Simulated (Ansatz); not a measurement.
From Al to In: the HOMO–LUMO gap

Gas-phase molecules, one atom swapped for its congeners: C2H6AlS `[CH3][Al][S]C`; C2H6GaS `C[S][Ga][CH3]`; C2H6InS `C[S][In][CH3]`. All are doublets with charge 0.

Shapes, held fixed at every level: PBE0-D4/def2-TZVP. Flexible molecules stand in one conformer, not always the lowest. Programs: Ansatz 0.2.0. Values in eV.

```csv
level,C2H6AlS,C2H6GaS,C2H6InS
PBE-D4/def2-TZVPP,1.41,1.15,0.89
r2SCAN-D4/def2-TZVPP,2.09,1.86,1.53
B3LYP-D4/def2-TZVPP,2.57,2.40,2.09
PBE0-D4/def2-TZVPP,3.19,3.07,2.68
wB97X-V/def2-TZVPP,6.80,6.96,6.48
wB97M-V/def2-TZVPP,6.21,6.65,6.22
```

At wB97M-V/def2-TZVPP the HOMO–LUMO gap isn't monotonic: it is largest for Ga and smallest for Al (6.65 and 6.21 eV). 1 of 6 levels show this order throughout; 1 agree on the largest and the smallest. Open shells run unrestricted. For atoms past krypton def2 sets carry core potentials with scalar relativity. Relativity is left out for Ga. Orbital gaps aren't excitation energies, and the LUMO depends on the basis.

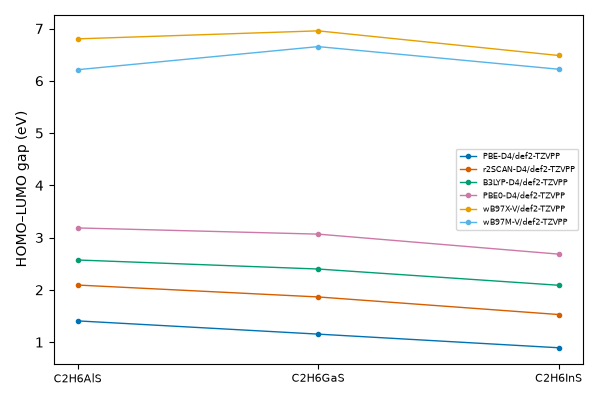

The trend along the series, level by level.
